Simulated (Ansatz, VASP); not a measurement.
# AlGaAsN in two plane-wave programs

Aim: how closely do two programs agree when they are given the same cell, functional and k mesh? The cell is invented: As first built, before any earlier steps moved the atoms: it takes the AlGaN2 structure with some of its atoms replaced by other elements, volume scaled by an estimate. It may not be a known or stable phase. The cell is taken from a series of runs on this material, whose earlier steps may have relaxed or scaled it; both programs get it as it stands.

Method: plane waves, with VASP 6.6.1 beside it; single point at r2SCAN, in Ansatz 0.2.0.

**1. Starting point**

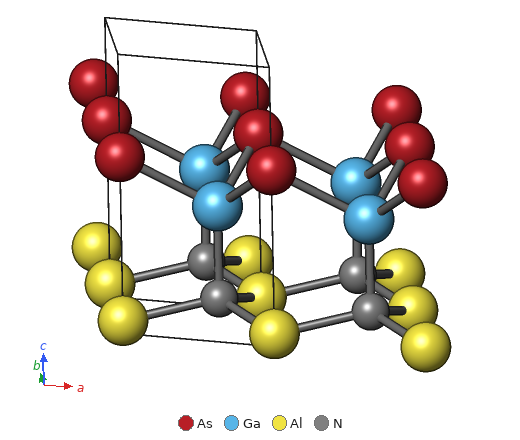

The cell as given, slightly off an axis (arsenic red, gallium blue, aluminium yellow, nitrogen grey). 2×2×1 cells are drawn. Bonds to atoms that aren't drawn are left out. Some periodic images of atoms are drawn too.

Structure file:

```cif
data_structure
_symmetry_space_group_name_H-M 'P3m1'
_symmetry_Int_Tables_number 156
_cell_length_a 3.5327
_cell_length_b 3.5327
_cell_length_c 6.0246
_cell_angle_alpha 90.000
_cell_angle_beta 90.000
_cell_angle_gamma 120.000
_cell_volume 65.11
loop_
_atom_site_label
_atom_site_type_symbol
_atom_site_symmetry_multiplicity
_atom_site_Wyckoff_symbol
_atom_site_fract_x
_atom_site_fract_y
_atom_site_fract_z
_atom_site_occupancy
As1 As 1 a 0.00000 0.00000 0.63213 1
Ga1 Ga 1 c 0.66667 0.33333 0.44405 1
Al1 Al 1 a 0.00000 0.00000 0.04627 1
N1 N 1 c 0.66667 0.33333 0.11394 1
```

**2. VASP: single point, r2SCAN**

With cell and atoms fixed, the geometry can't cause a difference; cores, projectors, grids and the points listed under the comparison can.

Lines of VASP's logs that name or quote its potential files are left out, and so is its time.

INCAR

```
SYSTEM = AlGaAsN
PREC = Accurate
ENCUT = 680
EDIFF = 1E-06
NELM = 100
ISMEAR = -1
SIGMA = 0.05
LREAL = .FALSE.
ALGO = Normal
METAGGA = R2SCAN
LASPH = .TRUE.
NBANDS = 19
LORBIT = 11
LWAVE = .FALSE.
LCHARG = .FALSE.
KPAR = 2
ISIF = 2
```

POSCAR

```
AlGaAsN
1.0
    3.5327190379      0.0000000000      0.0000000000
   -1.7663595190      3.0594241788      0.0000000000
    0.0000000000      0.0000000000      6.0245879883
As Ga Al N
1 1 1 1
Direct
    0.0000000000      0.0000000000      0.6321345327
    0.6666666700      0.3333333300      0.4440523102
    0.0000000000      0.0000000000      0.0462720779
    0.6666666700      0.3333333300      0.1139410893
```

KPOINTS

```
Automatic mesh
0
Gamma
7 7 4
0 0 0
```

Potentials, in the order of the species: As_GW, Ga_d_GW, Al_GW and N_GW (PBE family, release 64).

Run with:

```console
> mpirun -np 2 vasp_std
```

Numbers of over 12 decimals in the logs are rounded to 6 here.

What it wrote:

```text
[banner, memory and clock lines left out]
running    2 mpi-ranks, on    1 nodes
 distrk:  each k-point on    1 cores,    2 groups
 distr:  one band on    1 cores,    1 groups

 POSCAR found type information on POSCAR AsGaAlN
 POSCAR found :  4 types and       4 ions
|                                                                             |
|               ----> ADVICE to this user running VASP <----                  |
|                                                                             |
|     You enforced a specific xc type in the INCAR file but a different       |
|     [... a line on the potential file left out ...]
|     I HOPE YOU KNOW WHAT YOU ARE DOING!                                     |
|                                                                             |

 LDA part: xc-table for (None), standard interpolation
 POSCAR, INCAR and KPOINTS ok, starting setup
 FFT: planning ... GRIDC
 FFT: planning ... GRID_SOFT
 FFT: planning ... GRID
 WAVECAR not read
 entering main loop
       N       E                     dE             d eps       ncg     rms          rms(c)
DAV:   1     0.216682350262E+03    0.21668E+03   -0.15672E+04  1064   0.208E+03
DAV:   2    -0.162712226216E+02   -0.23295E+03   -0.22433E+03  1148   0.466E+02
DAV:   3    -0.491992999618E+02   -0.32928E+02   -0.32077E+02  1466   0.193E+02
DAV:   4    -0.507352692151E+02   -0.15360E+01   -0.15323E+01  1541   0.443E+01
DAV:   5    -0.507824195838E+02   -0.47150E-01   -0.47137E-01  1578   0.738E+00    0.929E+00
DAV:   6    -0.437675439290E+02    0.70149E+01   -0.10177E+01  1660   0.456E+01    0.401E+00
DAV:   7    -0.438504342398E+02   -0.82890E-01   -0.95712E-01  1339   0.166E+01    0.270E+00
DAV:   8    -0.438739147171E+02   -0.23480E-01   -0.26412E-01  1693   0.744E+00    0.650E-01
DAV:   9    -0.438717845344E+02    0.21302E-02   -0.51730E-02  1676   0.361E+00    0.204E-01
DAV:  10    -0.438727060985E+02   -0.92156E-03   -0.60770E-03  1239   0.813E-01    0.638E-02
DAV:  11    -0.438726490225E+02    0.57076E-04   -0.11439E-03  1741   0.654E-01    0.387E-02
DAV:  12    -0.438726533314E+02   -0.43089E-05   -0.19037E-04  1311   0.153E-01    0.892E-03
DAV:  13    -0.438726522123E+02    0.11190E-05   -0.17912E-05  1618   0.111E-01    0.294E-03
DAV:  14    -0.438726525272E+02   -0.31482E-06   -0.34512E-06  1190   0.199E-02
   1 F= -.43872653E+02 E0= -.43871637E+02  d E =-.203041E-02
```

OUTCAR, selected parts (step 2):

```text
ion  position               nearest neighbor table
   1  0.000  0.000  0.632-   2 2.33   2 2.33   2 2.33   3 2.50
   2  0.667  0.333  0.444-   4 1.99   1 2.33   1 2.33   1 2.33
   3  0.000  0.000  0.046-   4 2.08   4 2.08   4 2.08   1 2.50
   4  0.667  0.333  0.114-   2 1.99   3 2.08   3 2.08   3 2.08

  LATTYP: Found a hexagonal cell.
 ALAT       =     3.5327190379
 C/A-ratio  =     1.7053685628

 Subroutine GETGRP returns: Found  6 space group operations
 (whereof  6 operations were pure point group operations)

The static configuration has the point symmetry C_3v.

 Found     28 irreducible k-points:

   k-points           NKPTS =     28   k-points in BZ     NKDIM =     28   number of bands    NBANDS=     19

   dimension x,y,z NGX =    30 NGY =   30 NGZ =   54
   dimension x,y,z NGXF=    60 NGYF=   60 NGZF=  108

   ENCUT  =  680.0 eV  49.98 Ry    7.07 a.u.   7.51  7.51 12.81*2*pi/ulx,y,z

   NELECT =      26.0000    total number of electrons

 k-points in reciprocal lattice and weights: Automatic mesh
   0.00000000  0.00000000  0.00000000       0.005
   0.14285714  0.00000000  0.00000000       0.031
   0.28571429  0.00000000  0.00000000       0.031
   0.42857143  0.00000000  0.00000000       0.031
   0.14285714  0.14285714  0.00000000       0.031
   0.28571429  0.14285714  0.00000000       0.061
   0.42857143  0.14285714  0.00000000       0.031
   0.28571429  0.28571429  0.00000000       0.031
   0.00000000  0.00000000  0.25000000       0.010
[...]
0.42857143  0.14285714  0.50000000       0.031
   0.28571429  0.28571429  0.50000000       0.031

 average (electrostatic) potential at core
       1 -53.0454       2 -69.6465       3 -56.5062       4 -65.8962

 E-fermi :   6.0890

 k-point     1 :       0.0000    0.0000    0.0000
  band No.  band energies     occupation
    ...
      8      -2.4926      2.00000
      9       1.7698      2.00000
     10       1.7698      2.00000
     11       3.5383      2.00000
     12       4.9894      2.00000
     13       6.2626      0.06024
     14       6.2626      0.06024
     15       9.7642      0.00000
     16      11.1623      0.00000
     17      11.1623      0.00000
    ...

 k-point     2 :       0.1429    0.0000    0.0000
  band No.  band energies     occupation
    ...
     10       1.6049      2.00000
     11       3.4272      2.00000
     12       4.2854      2.00000
     13       5.7488      1.99779
     14       5.8951      1.95949
     15       9.8300      0.00000
     16      10.9885      0.00000
     17      11.6530      0.00000
     18      11.8109      0.00000
     19      12.5919      0.00000

 k-point     3 :       0.2857    0.0000    0.0000
  band No.  band energies     occupation
    ...
      9      -0.5105      2.00000
     10       1.2644      2.00000
     11       1.5194      2.00000
     12       3.0071      2.00000
     13       4.9078      2.00000
     14       7.0594      0.00000
     15       8.7231      0.00000
     16       9.9368      0.00000
     17      11.1495      0.00000
     18      11.6988      0.00000
    ...

  Total       -0.4787010     -0.4787009     -0.8540036      0.0000000     -0.0000000      0.0000000
  in kB      -11.7787373    -11.7787353    -21.0132931      0.0000000     -0.0000000      0.0000000
  external PRESSURE =     -14.8569219 kB  Pullay stress =       0.0000000 kB

  energy-cutoff  :      680.00
  volume of cell :       65.11
      direct lattice vectors                 reciprocal lattice vectors
     3.532719038  0.000000000  0.000000000     0.283068081  0.163429446  0.000000000
    -1.766359519  3.059424179  0.000000000     0.000000000  0.326858893  0.000000000
     0.000000000  0.000000000  6.024587988     0.000000000  0.000000000  0.165986454

 POSITION                                       TOTAL-FORCE (eV/Angst)
 -----------------------------------------------------------------------------------
      0.00000      0.00000      3.80835        -0.000000      0.000000     -0.190204
      1.76636      1.01981      2.67523         0.000000      0.000000      0.182973
      0.00000      0.00000      0.27877        -0.000000      0.000000     -0.153425
      1.76636      1.01981      0.68645         0.000000     -0.000000      0.160656
 -----------------------------------------------------------------------------------
    total drift:                               -0.000073      0.000048      0.010635

  FREE ENERGIE OF THE ION-ELECTRON SYSTEM (eV)
  ---------------------------------------------------
  free  energy   TOTEN  =       -43.8726525272 eV

  energy  without entropy=      -43.8706221220  energy(sigma->0) =      -43.87163732

 total charge
# of ion       s       p       d       tot
------------------------------------------
    1        1.178   1.717   0.043   2.938
    2        0.839   0.948  10.043  11.830
    3        0.400   0.383   0.106   0.890
    4        1.216   2.353   0.000   3.568
--------------------------------------------------
tot          3.633   5.401  10.192  19.226

[... 3 further parts left out ...]
```

The run ends at a pressure of -1.49 GPa, with forces up to 0.19 eV/Å.

**3. Ansatz: single point, r2SCAN**

Ansatz runs on its default PAW (the set named soft_2) files.

The same cell, functional, mesh and smearing now go to Ansatz, which takes its cutoff from its data sets.

input.yaml

```yaml
crystal:
  lattice:
    - [3.5327190379, 0.0, 0.0]
    - [-1.766359519, 3.0594241788, 0.0]
    - [0.0, 0.0, 6.0245879883]
  atoms:
    - { symbol: As, position: [0.0, 0.0, 0.6321345327] }
    - { symbol: Ga, position: [0.66666667, 0.33333333, 0.4440523102] }
    - { symbol: Al, position: [0.0, 0.0, 0.0462720779] }
    - { symbol: "N", position: [0.66666667, 0.33333333, 0.1139410893] }
hamiltonian:
  xc: r2scan
  pseudopotentials: { kind: paw }
kpoints:
  mp_grid: { grid: [7, 7, 4] }
  band_path:
    path:
      - [0.0, 0.0, 0.0]
      - [0.13333, 0.0, 0.0]
      - [0.3, 0.0, 0.0]
      - [0.46667, 0.0, 0.0]
      - [0.46667, 0.06667, 0.0]
      - [0.41111, 0.17778, 0.0]
      - [0.35556, 0.28889, 0.0]
      - [0.28889, 0.28889, 0.0]
      - [0.17778, 0.17778, 0.0]
      - [0.06667, 0.06667, 0.0]
      - [0.0, 0.0, 0.03333]
      - [0.0, 0.0, 0.2]
      - [0.0, 0.0, 0.36667]
      - [0.0, 0.0, 0.5]
      - [0.16667, 0.0, 0.5]
      - [0.3, 0.0, 0.5]
      - [0.46667, 0.0, 0.5]
      - [0.46667, 0.06667, 0.5]
      - [0.41111, 0.17778, 0.5]
      - [0.35556, 0.28889, 0.5]
      - [0.28889, 0.28889, 0.5]
      - [0.17778, 0.17778, 0.5]
      - [0.06667, 0.06667, 0.5]
      - [0.5, 0.0, 0.46667]
      - [0.5, 0.0, 0.3]
      - [0.5, 0.0, 0.13333]
      - [0.33333, 0.33333, 0.0]
      - [0.33333, 0.33333, 0.16667]
      - [0.33333, 0.33333, 0.33333]
      - [0.33333, 0.33333, 0.5]
    npoints: 1
scf:
  occupations: { method: fermi_dirac, width: 0.05 }
  n_extra_bands: 8
output:
  forces: true
  stress: true
  eigenvalues: true
```

Run with:

```console
> ansatz run input.yaml --threads 2 --pin off --max-ram 4608MiB --backend cpu --events-out ev --progress --plain --runs-dir out
```

What it wrote:

```text
scf.n_extra_bands = 8 over 18 filled bands (N_el = 36.0): the run solves 26 bands
Engine: ansatz 0.2.0, x86_64-unknown-linux-gnu
Pseudopotentials: kind: paw
Pseudopotential: As, paw, valence charge 15, recommended cutoff 500 eV (meta_gga), As.paw.azcp
Pseudopotential: Ga, paw, valence charge 13, recommended cutoff 500 eV (meta_gga), Ga.paw.azcp
Pseudopotential: Al, paw, valence charge 3, recommended cutoff 500 eV (meta_gga), Al.paw.azcp
Pseudopotential: N, paw, valence charge 5, recommended cutoff 500 eV (meta_gga), N.paw.azcp
Functional definition: r2SCAN
  parameter k0 = 0.174
  parameter k1 = 0.065
  parameter a1 = 4.9479
  exchange = r2scan_x(k0 = k0, k1 = k1, a1 = a1)
  correlation = r2scan_c
Crystal: 4 atoms, lattice volume = 65.114 Å³
Basis set: ecut = 500 eV, 1641 PW (Γ), exchange–correlation on 108×108×180 points (64 copies of the dense FFT grid, shifted against one another)
Bands: 26, of which v1, the nominal top of the filled ones, is band 18 counted from 1 (17 counted from 0)
Symmetry: 6 space group operations
Space group: P3m1 (ITA 156), of the structure as read, at distance tolerance 4.0e-5 Å
k-points: 28 of 196 (time reversal used)
Non-local potential: As, projectors of the file, l = 0: 2, l = 1: 2, l = 2: 3, l = 3: 1
Non-local potential: Ga, projectors of the file, l = 0: 2, l = 1: 2, l = 2: 3, l = 3: 1
Non-local potential: Al, projectors of the file, l = 0: 2, l = 1: 2, l = 2: 1
Non-local potential: N, projectors of the file, l = 0: 2, l = 1: 2, l = 2: 1
PAW form: soft (Blöchl's): semilocal exchange-correlation on the pseudo side does not see the compensation charge
PAW frozen core: As, regenerated for the run's functional (the file was generated under x = pbe(κ = 0.804, μ = 0.219515), c = pbe(β = 0.066725))
PAW frozen core: Ga, regenerated for the run's functional (the file was generated under x = pbe(κ = 0.804, μ = 0.219515), c = pbe(β = 0.066725))
PAW frozen core: Al, regenerated for the run's functional (the file was generated under x = pbe(κ = 0.804, μ = 0.219515), c = pbe(β = 0.066725))
PAW frozen core: N, regenerated for the run's functional (the file was generated under x = pbe(κ = 0.804, μ = 0.219515), c = pbe(β = 0.066725))
PAW one-centre angular grid: As, 590 points (default); XC on 160 Gauss nodes
PAW one-centre angular grid: Ga, 590 points (default); XC on 160 Gauss nodes
PAW one-centre angular grid: Al, 302 points (default); XC on 160 Gauss nodes
PAW one-centre angular grid: N, 302 points (default); XC on 160 Gauss nodes
Initial density: superposition of atomic densities (neutral atoms: chi_scale 0, normalization atom), corrected by the library's trained network
Initial wavefunctions: pseudopotential atomic-orbital guess
Functional: x = r2scan, c = r2scan; τ floored in thin density (d = 2e-4 eV/Å³)
SCF iter   1: F=—  HF=-9581.827059 eV  |F-HF|=—  |Δ(HF+E_count)|=         —  Δρ=8.84e-3  dr2=7.06e-2  dr2_τ=6.72e-2  ethr=1.77e-3  ⟨swp⟩=5.8  Hψ=3579  notcnv=0  defer=2
preconditioner: auto → Kerker (q_TF=auto, 2.472 Å⁻¹)  [metal: Δε(μ)=0.052 eV  Ē_g=16.118 eV  σ=0.050 eV  W_gap=0.24  n_scr=22 (ndim 8)  ℏωp=23.5 eV  f_vac=0.001  D(μ)=0.54/eV (n_scr^D=2)]
SCF iter   2: F=—  HF=-9581.879629 eV  |F-HF|=—  |Δ(HF+E_count)|=   5.26e-2  Δρ=4.56e-3  dr2=3.19e-2  dr2_τ=3.30e-4  ethr=1.96e-4  ⟨swp⟩=2.0  Hψ=1471  notcnv=0  defer=55
SCF iter   3: F=—  HF=-9581.874938 eV  |F-HF|=—  |Δ(HF+E_count)|=   4.69e-3  Δρ=2.81e-3  dr2=1.48e-2  dr2_τ=1.19e-4  ethr=8.86e-5  ⟨swp⟩=2.0  Hψ=807  notcnv=0  defer=55
SCF iter   4: F=—  HF=-9581.871597 eV  |F-HF|=—  |Δ(HF+E_count)|=   3.34e-3  Δρ=1.07e-3  dr2=2.15e-3  dr2_τ=7.74e-6  ethr=4.12e-5  ⟨swp⟩=2.3  Hψ=1016  notcnv=0  defer=55
SCF iter   5: F=—  HF=-9581.871405 eV  |F-HF|=—  |Δ(HF+E_count)|=   1.92e-4  Δρ=5.45e-4  dr2=6.02e-4  dr2_τ=6.39e-6  ethr=5.98e-6  ⟨swp⟩=2.1  Hψ=1168  notcnv=0  defer=55
SCF iter   6: F=—  HF=-9581.871207 eV  |F-HF|=—  |Δ(HF+E_count)|=   1.98e-4  Δρ=2.23e-4  dr2=9.44e-5  dr2_τ=1.62e-6  ethr=1.67e-6  ⟨swp⟩=2.0  Hψ=1171  notcnv=0  defer=55
SCF iter   7: F=—  HF=-9581.871199 eV  |F-HF|=—  |Δ(HF+E_count)|=   8.40e-6  Δρ=1.21e-4  dr2=1.25e-5  dr2_τ=7.15e-7  ethr=2.62e-7  ⟨swp⟩=2.0  Hψ=1027  notcnv=0  defer=55
SCF iter   8: F=—  HF=-9581.871200 eV  |F-HF|=—  |Δ(HF+E_count)|=   1.26e-6  Δρ=4.96e-5  dr2=2.12e-6  dr2_τ=1.74e-7  ethr=3.46e-8  ⟨swp⟩=2.0  Hψ=1037  notcnv=0  defer=55
SCF iter   9: F=—  HF=-9581.871200 eV  |F-HF|=—  |Δ(HF+E_count)|=   1.18e-9  Δρ=1.63e-5  dr2=2.40e-7  dr2_τ=1.41e-8  ethr=5.89e-9  ⟨swp⟩=2.0  Hψ=1034  notcnv=0  defer=55
SCF iter  10: F=-9581.871200 eV  HF=-9581.871200 eV  |F-HF|=4.02e-10  |Δ(HF+E_count)|=   8.43e-9  Δρ=3.35e-6  dr2=1.31e-8  dr2_τ=3.73e-10  ethr=2.78e-10  ⟨swp⟩=9.0  Hψ=3065  notcnv=0
SCF 1 converged in 10 iterations: F = -9581.871200 eV  dr2 = 1.31e-8
  greatest PAW one-centre occupation: 0.999 electrons in one spin orbital (limit 2), on the As atom at site 0 (counted from 0), in its partial waves of l = 2
NSCF: frozen V_eff on 30 k-points
SCF converged after 10 iterations
Free energy (F): -9581.871200 eV
Harris-Foulkes:  -9581.871200 eV  (|F-HF|=4.02e-10)
Internal energy: -9581.869113 eV  (E = F + TS)
E sigma→0 (E₀):  -9581.870157 eV
Entropy (-TS):   -0.002087 eV (-0.522 meV/atom)
Fermi energy:    9.742568 eV
--- Per-component energies (eV) ---
  E_band       = -292.078169
  E_kinetic    = 373.275457
  E_local      = -4770.238231  (includes V_loc(G=0)·N_el)
  E_nonlocal   = -189.443133
  E_hartree    = 2384.442614
  E_xc         = -234.298190
  E_vxc        = -261.745770  (∫ρ·V_xc dr)
  E_paw        = -4452.633872  (= ΣΔE_a)
  E_vpaw       = -226.736851  (= ΣTr[D̂ρ^β])
  E_aug_tail   = -0.000031  (compensation charges beyond the density's cutoff)
  E_vtau       = 13.925353  (kinetic-family band-sum trace: ∫τ·v_τ [+ j·A + Jᵃ·Aᵃ] dr)
  E_ewald      = -2690.773576
  E_core_change = -2.200150  (= ΣΔE_core)
  E_smearing   = -0.002087  (= −TS)
  E_closure    = -0.000000  (closes the sum)
  Σ components = -9581.871200   (vs F -9581.871200, Δ=0.00e0)
--- Forces (eV/Å), atoms counted from 1 ---
  atom   1  As     0.00000000     0.00000000    -0.22131049
  atom   2  Ga     0.00000000    -0.00000000     0.14866206
  atom   3  Al     0.00000000     0.00000000    -0.15406669
  atom   4  N      0.00000000     0.00000000     0.22678416
  max |Σ_I F_I| component: 6.90e-5 eV/Å
--- Stress (GPa, compression-positive) ---
       -1.221051       0.000000      -0.000000
        0.000000      -1.221051      -0.000000
        0.000000      -0.000000      -2.508701
  P = ⅓ Tr σ = -1.6503 GPa (-16.503 kbar)
--- Band table (eV; the first three rows and the last of 28) ---
  k-point 0: bands = [... 14 lower, 5.4302, 7.1930, 8.6490, 9.9120, 9.9120, 13.4550, 14.8353, 14.8353, ... 4 higher]
  k-point 1: bands = [... 14 lower, 5.4449, 5.6767, 9.8188, 9.8626, 9.8626, 13.5760, 14.2964, 14.9247, ... 4 higher]
  k-point 2: bands = [... 14 lower, 5.4598, 5.4598, 9.8133, 9.8133, 10.6439, 13.1010, 14.2319, 15.1195, ... 4 higher]
  k-point 27: bands = [... 14 lower, 3.4424, 4.9409, 5.6584, 6.7001, 11.3590, 12.1848, 12.7936, 14.9938, ... 4 higher]
```

Reading the cycles: dr2 is the Hartree energy of the density residual (eV), the measure of convergence; HF is the Harris–Foulkes estimate of the energy, which meets the free energy F at convergence.

**4. Comparison**

Known differences besides the PAW data sets themselves: VASP keeps PBE cores, Ansatz makes them for the functional; the data sets hold 36 valence electrons in Ansatz (default PAW (the set named soft_2) files) and 26 in VASP; the cutoff is 500 eV in Ansatz and 680 eV in VASP. Total energies have different zeros and are not compared.

Compared:

| quantity | Ansatz | VASP | difference |
| --- | --- | --- | --- |
| pressure (GPa) | -1.65 | -1.49 | -0.16 |

Forces (eV/Å; atoms numbered as in POSCAR):

| atom | Ansatz x, y, z | VASP x, y, z |
| --- | --- | --- |
| As1 | 0.000, 0.000, -0.221 | 0.000, 0.000, -0.190 |
| Ga2 | 0.000, 0.000, 0.149 | 0.000, 0.000, 0.183 |
| Al3 | 0.000, 0.000, -0.154 | 0.000, 0.000, -0.153 |
| N4 | 0.000, 0.000, 0.227 | 0.000, 0.000, 0.161 |

The forces differ by 23 meV/Å r.m.s., which is 23.4 % of the r.m.s. force of 0.10 eV/Å (both taken over all components). Ansatz's pressure holds a Pulay correction of 0.04 GPa; VASP's holds none.

**5. Further runs**

The difference is large enough to ask for its cause, so further runs change the set-up of one program at a time, as the table lists.

| run | r.m.s. force difference (meV/Å) |
| --- | --- |
| as above | 23 |
| VASP with the data sets As, Ga_h, Al and N_h and a cutoff of 1210 eV | 17 |

**6. Outcome**

| Quantity | Value |
| --- | --- |
| r.m.s. force difference (single point, r2SCAN) | 23 meV/Å |

**Reading.** The r.m.s. force difference is 23 meV/Å (single point, r2SCAN), beyond the 12 meV/Å picked in this series as the mark of a large difference. For single point, r2SCAN: no further run halves the r.m.s. force difference. Differences of this kind measure data sets and numerical settings, not the functional's error against experiment.

[Lines on the potential files, build, host, timing and source positions are cut from VASP's logs without a mark.]

[Logs are printed without paths, hosts, clocks, repeated set-up lines and the standing remarks that a program may print on its own settings, such as how far it seeks lower states.]

[Hosts, paths, dates, database ids (printed as entryN), source tags and the programs' standing remarks are cut or masked in the printed files.]
